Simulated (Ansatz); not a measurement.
**Geometry relaxation of C$_{2}$H$_{9}$OPSi (part 1 of 2)**

System: C$_{2}$H$_{9}$OPSi, SMILES CCO[SiH2]P.
Method: RKS PBE/def2-SVP (Ansatz 0.2.0).

It belongs to a series of runs on one base structure; here: end point B relaxed.

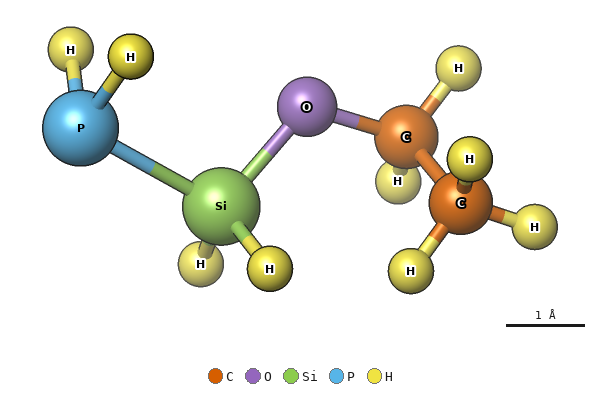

Fig. 1: The input geometry (ball-and-stick view, seen at a tilt).

## Key numbers

| quantity | value |
| --- | --- |
| outcome | converged |
| total energy | −21412.5564 eV |
| mean-field energy | −21412.5564 eV |
| largest force (length of the vector) at the end | 0.007 eV/Å |
| hardware | 2 threads of Arm Neoverse V1, 24 GiB of memory available, shared host |
| wall time | 42 s (CPU time 81 s) |
| peak memory | 0.17 GiB |

## The input
```yaml
crystal:
  periodic: [false, false, false]
  atoms:
    - { symbol: C, position_ang: [-0.985, -0.2833, 2.0571] }
    - { symbol: C, position_ang: [0.0765, -0.6162, 1.0829] }
    - { symbol: O, position_ang: [-0.1356, 0.1257, -0.133] }
    - { symbol: Si, position_ang: [-1.60047, -0.21971, -0.97748] }
    - { symbol: P, position_ang: [-1.5435, 1.11975, -2.75817] }
    - { symbol: H, position_ang: [-2.0122, -0.4479, 1.6072] }
    - { symbol: H, position_ang: [-0.9901, 0.8386, 2.2581] }
    - { symbol: H, position_ang: [-0.8953, -0.7659, 2.9818] }
    - { symbol: H, position_ang: [1.0522, -0.3531, 1.5817] }
    - { symbol: H, position_ang: [0.0392, -1.6899, 0.9069] }
    - { symbol: H, position_ang: [-2.68939, 0.22511, -0.06599] }
    - { symbol: H, position_ang: [-1.67044, -1.61124, -1.33224] }
    - { symbol: H, position_ang: [-0.20085, 0.79665, -3.20077] }
    - { symbol: H, position_ang: [-1.08206, 2.31317, -2.10601] }
basis:
  gaussian: { orbitals: def2-SVP }
hamiltonian:
  xc: pbe
relax:
  f_tol: 0.015
  max_steps: 40
```

Command:
```bash
ansatz run input.yaml --threads 2 --pin off --max-ram 3072MiB --backend cpu --events-out ev --progress --plain --runs-dir out
```

## What the program printed
```
The last accepted step is kept in [file] (removed where the run ends without a failure and the disk answers)
Engine: ansatz 0.2.0, aarch64-unknown-linux-gnu
Functional definition: PBE
  parameter kappa = 0.804
  parameter beta = 0.06672455060314922
  exchange = pbe_x(kappa = kappa, mu = beta*pi^2/3)
  correlation = pbe_c(beta = beta)
1384 factors; their error is unknown
mean field evaluation 1: about -21402.8645 eV, gradient 6.2e1 eV
mean field evaluation 2: about -21369.7790 eV, gradient 1.4e2 eV
mean field evaluation 4: about -21411.8388 eV, gradient 1.1e1 eV
mean field evaluation 8: about -21412.0735 eV, gradient 1.8e-1 eV
mean field evaluation 16: about -21412.0054 eV, gradient 2.7e-4 eV
mean field -21412.00542283 eV, -786.8766857103 hartree, gradient 2.0e-5 eV, S^2 0.000000; 0 other end points of the search recorded, 0 dependent functions left out
the calculation of the forces begins
reference -21412.00545945 eV, -786.8766870563 hartree; 29, 29 occupied and 94, 94 virtual orbitals, 1384 factors
relax step   1: F+E_penalty+E_count = -21412.00542283 eV  Δ(F+E_penalty+E_count) = +0.000e0 eV  max|allowed force component| = 2.568e0 eV/Å  Δτ_max = 0.0000 Å  (29 SCF iters, accepted)
these checks for a lower state are left out or cut short: starts, cluster_reference, orbital_swaps, neighbouring_geometries, increment
1384 factors; their error is unknown
mean field -21412.42661465 eV, -786.8921642244 hartree, gradient 5.7e-6 eV, S^2 0.000000; 0 other end points of the search recorded, 0 dependent functions left out
[... from here on the field's lines of each further geometry are left out, up to the last ...]
relax step   2: F+E_penalty+E_count = -21412.42661465 eV  Δ(F+E_penalty+E_count) = -4.212e-1 eV  max|allowed force component| = 8.852e-1 eV/Å  Δτ_max = 0.1983 Å  (30 SCF iters, accepted)
relax step   3: F+E_penalty+E_count = -21412.50705554 eV  Δ(F+E_penalty+E_count) = -8.044e-2 eV  max|allowed force component| = 6.301e-1 eV/Å  Δτ_max = 0.1187 Å  (30 SCF iters, accepted)
relax step   4: F+E_penalty+E_count = -21412.50910884 eV  Δ(F+E_penalty+E_count) = -2.053e-3 eV  max|allowed force component| = 6.985e-1 eV/Å  Δτ_max = 0.2000 Å  (35 SCF iters, accepted)
relax step   5: F+E_penalty+E_count = -21412.54555140 eV  Δ(F+E_penalty+E_count) = -3.644e-2 eV  max|allowed force component| = 2.203e-1 eV/Å  Δτ_max = 0.0534 Å  (29 SCF iters, accepted)
relax step   6: F+E_penalty+E_count = -21412.55114811 eV  Δ(F+E_penalty+E_count) = -5.597e-3 eV  max|allowed force component| = 1.677e-1 eV/Å  Δτ_max = 0.1831 Å  (28 SCF iters, accepted)
relax step   7: F+E_penalty+E_count = -21412.55429527 eV  Δ(F+E_penalty+E_count) = -3.147e-3 eV  max|allowed force component| = 6.686e-2 eV/Å  Δτ_max = 0.1443 Å  (28 SCF iters, accepted)
relax step   8: F+E_penalty+E_count = -21412.55486652 eV  Δ(F+E_penalty+E_count) = -5.713e-4 eV  max|allowed force component| = 6.197e-2 eV/Å  Δτ_max = 0.0611 Å  (29 SCF iters, accepted)
relax step   9: F+E_penalty+E_count = -21412.55491465 eV  Δ(F+E_penalty+E_count) = -4.813e-5 eV  max|allowed force component| = 7.035e-2 eV/Å  Δτ_max = 0.0416 Å  (29 SCF iters, accepted)
relax step  10: F+E_penalty+E_count = -21412.55617609 eV  Δ(F+E_penalty+E_count) = -1.261e-3 eV  max|allowed force component| = 2.117e-2 eV/Å  Δτ_max = 0.0426 Å  (30 SCF iters, accepted)
relax step  11: F+E_penalty+E_count = -21412.55596633 eV  Δ(F+E_penalty+E_count) = +2.098e-4 eV  max|allowed force component| = 4.306e-2 eV/Å  Δτ_max = 0.0171 Å  (30 SCF iters, rejected (line search))
the calculation of the forces begins
reference -21412.55637263 eV, -786.8969327420 hartree; 29, 29 occupied and 94, 94 virtual orbitals, 1384 factors
relax step  12: F+E_penalty+E_count = -21412.55633426 eV  Δ(F+E_penalty+E_count) = -1.582e-4 eV  max|allowed force component| = 6.316e-3 eV/Å  Δτ_max = 0.0083 Å  (24 SCF iters, accepted)
```

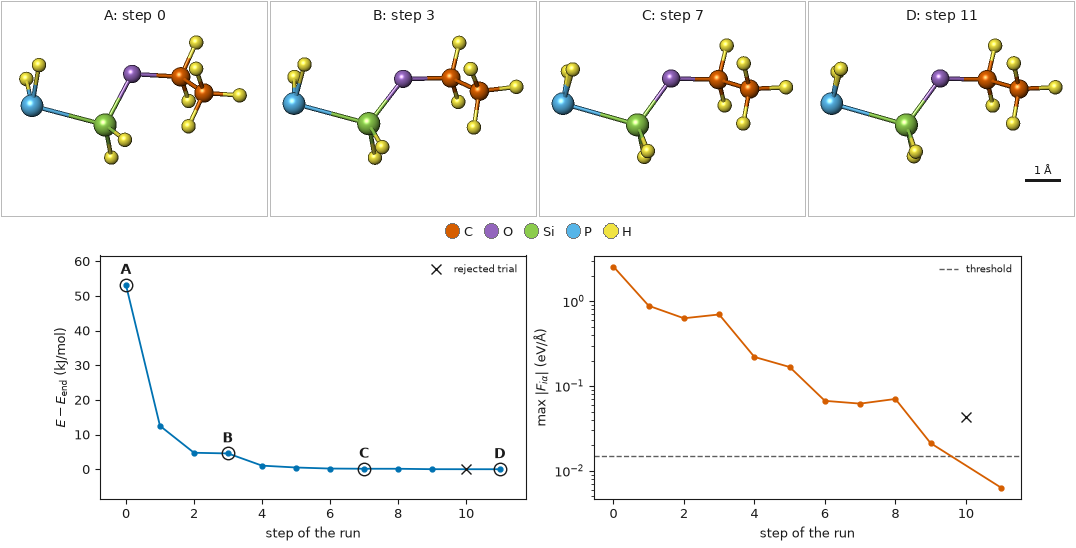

Fig. 2: Frames of the relaxation (ball-and-stick view, seen at an oblique angle) above the curves, on which the letters mark them (the first geometry is step 0 here and step 1 in the log).

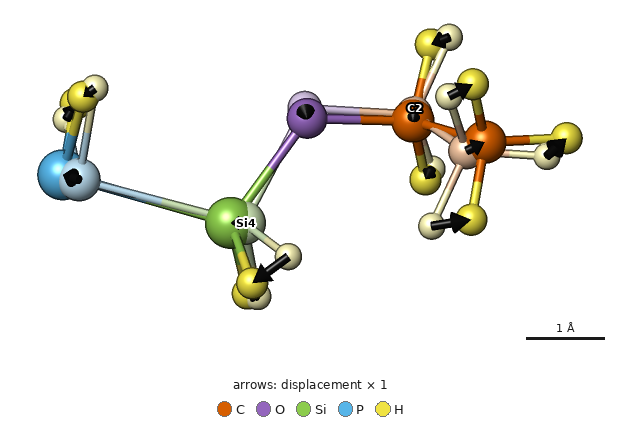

Fig. 3: Start (faint) and end (solid) with the displacements as black arrows, at true length (ball-and-stick view, seen at an oblique angle). The two geometries are laid on each other by the best rigid fit. Over 11 geometry steps the energy falls by 53.2 kJ/mol. The largest force component goes from 2.6 to 0.0063 eV/Å. The line search rejected the trial step at point 10 (counted from 0) and went back. The atom that moves furthest after the best rigid fit is H11 (0.58 Å). By element the largest moves are H 0.58 Å, P 0.30 Å, O 0.29 Å, C 0.27 Å, Si 0.17 Å. Among the contacts that change: Si4–H12 1.438 → 1.511 Å, C1–H8 1.047 → 1.109 Å, C1–C2 1.479 → 1.524 Å, O3–Si4 1.726 → 1.684 Å. Among the angles that change: C2–O3–Si4 115.8° → 124.6°, O3–Si4–H11 105.2° → 112.4°, H6–C1–H7 102.1° → 108.0°. (Atoms are counted from 1 in the order of the input.)

```
1384 factors; their error is unknown
mean field -21412.55633426 eV, -786.8969313320 hartree, gradient 1.4e-5 eV, S^2 0.000000; 1 other end points of the search recorded, 0 dependent functions left out
the calculation of the forces begins
reference -21412.55637263 eV, -786.8969327420 hartree; 29, 29 occupied and 94, 94 virtual orbitals, 1384 factors
Total energy: -21412.55637263 eV, -786.8969327420 hartree
Atom 0 at    -0.910036    -0.266130     2.313637 Å, force     0.001972    -0.004165    -0.003552 eV/Å
Atom 1 at    -0.056642    -0.585077     1.091539 Å, force     0.001141     0.000890     0.006316 eV/Å
Atom 2 at    -0.395202     0.217817    -0.036685 Å, force    -0.000252    -0.003644    -0.004622 eV/Å
Atom 3 at    -1.632432    -0.132440    -1.123514 Å, force    -0.003687     0.003463     0.005226 eV/Å
Atom 4 at    -1.385640     1.095389    -3.012414 Å, force     0.000704     0.000432    -0.002452 eV/Å
Atom 5 at    -1.979862    -0.501669     2.137067 Å, force     0.000478    -0.001708     0.000180 eV/Å
Atom 6 at    -0.834799     0.809496     2.570779 Å, force    -0.000981     0.002317     0.000405 eV/Å
Atom 7 at    -0.572470    -0.857165     3.189694 Å, force    -0.001015    -0.000881     0.001363 eV/Å
Atom 8 at     1.014303    -0.386512     1.315398 Å, force     0.001567     0.002234    -0.001989 eV/Å
Atom 9 at    -0.133714    -1.670652     0.839655 Å, force    -0.002254    -0.001210     0.001791 eV/Å
Atom 10 at    -2.996836     0.182981    -0.560975 Å, force     0.002240     0.000736    -0.000353 eV/Å
Atom 11 at    -1.596647    -1.600236    -1.478684 Å, force    -0.000316    -0.001489     0.000598 eV/Å
Atom 12 at     0.026616     0.817958    -3.083536 Å, force     0.002611     0.000879     0.000028 eV/Å
Atom 13 at    -1.183650     2.307970    -2.259921 Å, force    -0.002208     0.002146    -0.002941 eV/Å
Dipole moment:     0.104228    -0.127452     0.291533 e Å
```

## Trajectory as extended XYZ (Å, eV, eV/Å), 12 frames, from step=1 to step=12
```
14
Properties=species:S:1:pos:R:3:forces:R:3 step=1 energy=-21412.00542
C    -0.9850   -0.2833    2.0571   -1.9236   2.5683  -1.0784
C     0.0765   -0.6162    1.0829    0.4582   0.8675  -0.0385
O    -0.1356    0.1257   -0.1330   -0.0293  -0.7583   0.0218
Si   -1.6005   -0.2197   -0.9775    1.5179   1.9285   0.8285
P    -1.5435    1.1198   -2.7582   -0.0695   0.2656  -1.0057
H    -2.0122   -0.4479    1.6072    0.6129  -0.2626   0.6149
H    -0.9901    0.8386    2.2581    0.1411  -0.7683  -0.0648
H    -0.8953   -0.7659    2.9818    0.1391  -1.2341   1.9953
H     1.0522   -0.3531    1.5817   -0.0860  -0.0990  -0.7927
H     0.0392   -1.6899    0.9069    0.3508  -0.9079  -0.3329
H    -2.6894    0.2251   -0.0660   -0.5730  -0.0785  -0.2639
H    -1.6704   -1.6112   -1.3322   -0.2201  -1.2633  -0.3379
H    -0.2009    0.7966   -3.2008   -0.2251  -0.1645   0.1602
H    -1.0821    2.3132   -2.1060   -0.0933  -0.0935   0.2940
14
Properties=species:S:1:pos:R:3:forces:R:3 step=2 energy=-21412.42662
C    -0.9931   -0.2725    2.1462   -0.8548   0.8852  -0.3755
C     0.0568   -0.6242    1.1238    0.5989   0.2599  -0.0908
O    -0.0924    0.1080   -0.1006   -0.6888  -0.1344  -0.4123
Si   -1.5167   -0.1187   -1.0445    0.2734   0.3247   0.6331
P    -1.5804    1.1546   -2.9058    0.4161   0.0051   0.2513
H    -2.0194   -0.5030    1.7624    0.2723  -0.0797   0.2306
H    -0.9926    0.8319    2.3352    0.0805  -0.3149   0.0101
H    -0.8594   -0.7830    3.0993    0.1604  -0.3647   0.5029
H     1.0705   -0.3732    1.5313   -0.1962  -0.0610  -0.2068
H     0.0582   -1.7144    0.9241   -0.0015  -0.2633  -0.0626
H    -2.7426    0.2723   -0.2512    0.0249   0.0021  -0.0764
H    -1.6630   -1.5517   -1.4070    0.0192  -0.4133  -0.1049
H    -0.2280    0.7433   -3.2300   -0.1063   0.1709  -0.0615
H    -1.1350    2.2625   -2.0812    0.0020  -0.0168  -0.2372
```
